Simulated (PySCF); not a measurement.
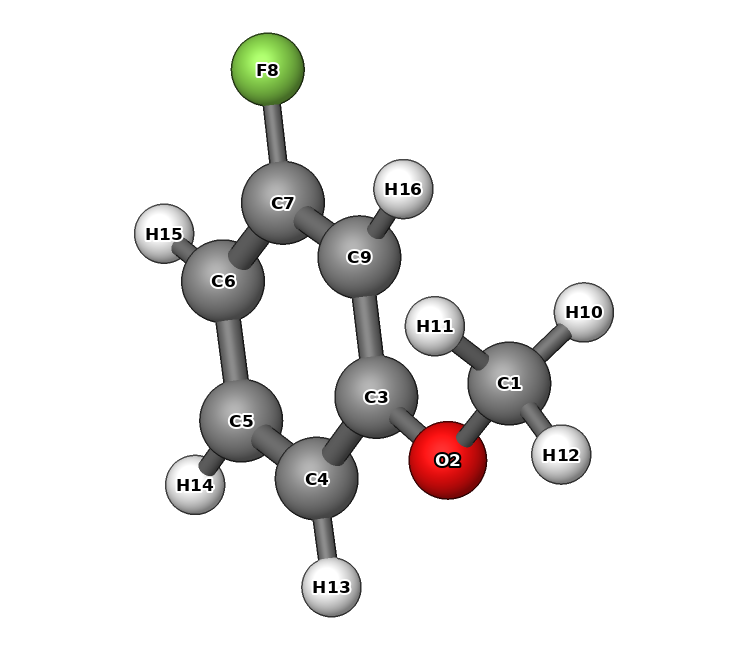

The thickness of each stick grows with its Mayer bond order. The geometry was computed by an optimisation with PBE0-D3(BJ)/def2-SVP. No frequency run is at hand to confirm it as a minimum. Method: PBE0/pcSseg-1 (PySCF 2.14.0).

List the Mayer bond orders of C1–O2, O2–C3, C3–C4, C3–C9, C4–C5, C5–C6, C6–C7, C7–F8, C7–C9 (bonds between heavy atoms, one of each equivalent set).

```csv
bond,Mayer order,length (Å)
C1–O2,0.91,1.400
O2–C3,1.02,1.346
C3–C4,1.38,1.403
C3–C9,1.33,1.399
C4–C5,1.48,1.388
C5–C6,1.38,1.397
C6–C7,1.46,1.386
C7–F8,0.89,1.333
C7–C9,1.42,1.392
```
